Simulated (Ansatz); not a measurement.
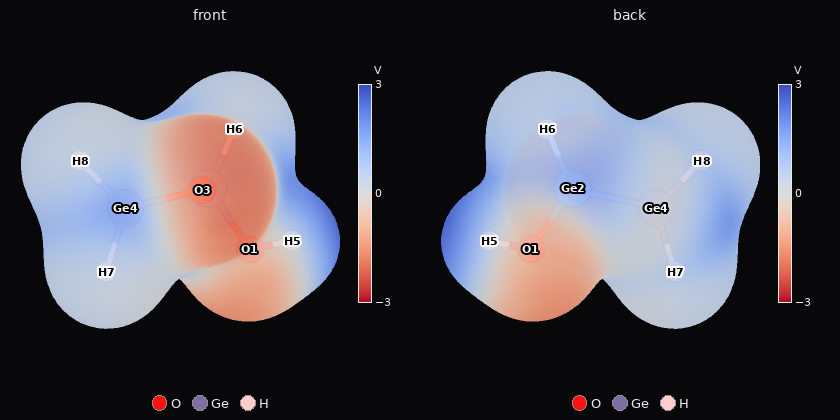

Figure. Ge$_{2}$H$_{4}$O$_{2}$. The molecular electrostatic potential painted on the density surface at 0.002 e/bohr³, seen from the front and from behind; red is negative and blue positive.

These are results of RKS B3LYP-D4/def2-SVP in Ansatz 0.2.0, not measurements.

```yaml
atoms:
  - { symbol: O, position_ang: [-0.3591, 1.6689, -1.2689] }
  - { symbol: Ge, position_ang: [-0.5235, 0.6165, 0.1604] }
  - { symbol: O, position_ang: [1.0890, -0.0100, 0.7877] }
  - { symbol: Ge, position_ang: [0.3385, -1.5473, 0.0725] }
  - { symbol: H, position_ang: [-0.2748, 2.6059, -1.0419] }
  - { symbol: H, position_ang: [-1.3407, 1.3286, 1.2597] }
  - { symbol: H, position_ang: [1.1000, -2.0837, -1.1539] }
  - { symbol: H, position_ang: [0.0627, -2.6359, 1.1284] }
```

> Which sites attract a positive test charge, and which a negative one?

A positive charge is drawn to the negative regions and a negative charge to the positive ones. The most negative region (about −1.9 V) lies over O3, the most positive (about +2.4 V) over H5. O3 is the likeliest acceptor of a hydrogen bond.
